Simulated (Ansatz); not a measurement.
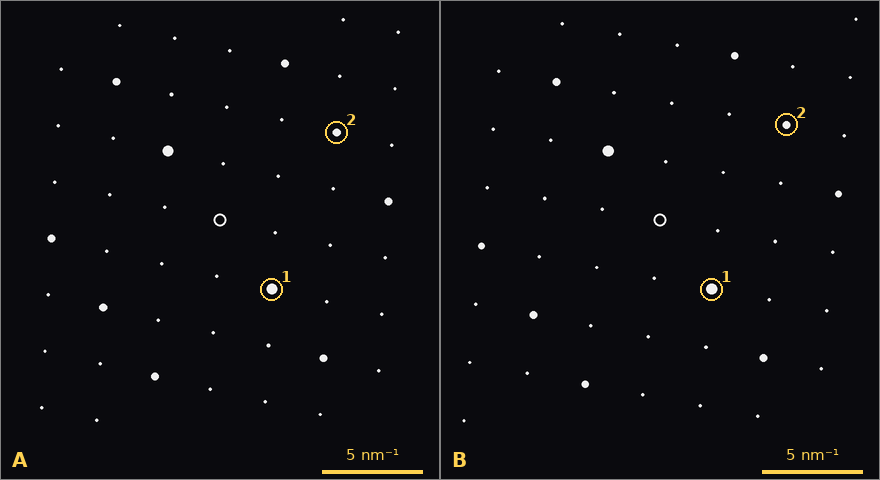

Kinematic electron diffraction patterns (200 kV, B = 0.5 Å², same scale) along [100] of the run's own cell, for the start and the end of one relaxation of Zn3S with DFT PBE, scalar-relativistic, plane waves, PAW in Ansatz 0.2.0. k mesh 16×16×16. The start is a generated model structure, and the relaxation ends in the nearest stationary point of its symmetry, not necessarily the ground state. Spot 1 is 0 -2 1 and spot 2 is 0 0 -2 in both.

Start structure:

```
Zn S
1.0
    -1.92295    1.92295    4.29542
     1.92295   -1.92295    4.29542
     1.92295    1.92295   -4.29542
Zn S
3 1
Direct
  0.50000 0.50000 0.00000
  0.25000 0.75000 0.50000
  0.75000 0.25000 0.50000
  0.00000 0.00000 0.00000
```

Which pattern belongs to the start structure, and which to the relaxed one?

Answer. A is the start: its cell gives d(1) = 2.298 Å, d(2) = 1.360 Å and an angle of 90.0°. B is the relaxed structure, with d(1) = 2.298 Å (+0.0 %), d(2) = 1.252 Å (-7.9 %) and 90.0°.

Summarise the relaxation behind the change.

Answer. The volume changed by +14.3 % to 18.15 Å³ an atom; the fractional coordinates hardly changed; the space group stayed I4/mmm (No. 139); the free energy fell by 160 meV an atom. Relaxed cell: a = 6.307 Å, b = 6.307 Å, c = 6.307 Å, α = 147.39°, β = 147.39°, γ = 46.79°.
